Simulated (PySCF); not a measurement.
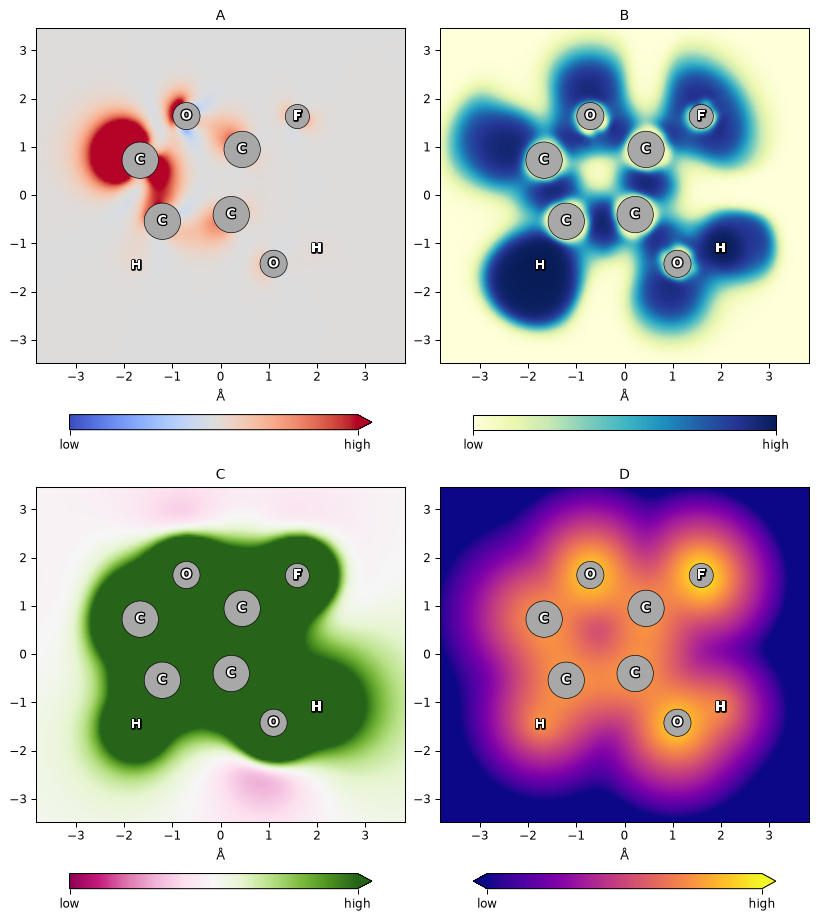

C₄H₂FO₂ (SMILES Oc1c[c]oc1F) (doublet): 4 fields on the molecular plane, with unlabelled colour scales. Grey discs cover the atomic cores.

Geometry: GFN2-xTB.

Computed with UKS B3LYP, pcH-1 on C F H O, non-relativistic, mean-field spin-orbit, GIAO in PySCF.

**Which field does each panel show? The fields are: electron density, electron localisation function, electrostatic potential and spin density.**

Panel A: spin density (confined to the atoms that carry the unpaired spin). Panel B: electron localisation function. Panel C: electrostatic potential (strongly positive close to the atoms, with negative regions outside electron-rich atoms). Panel D: electron density. From the grid: C–O (1.33 Å): ρ is about 2.5 e/Å³ halfway; the ELF peaks at about 0.90 between the atoms, as expected for a shared but strongly polarised pair. C–F (1.33 Å): ρ at the midpoint is about 2.3 e/Å³; the ELF peaks at about 0.85 between the atoms (a polar covalent bond).
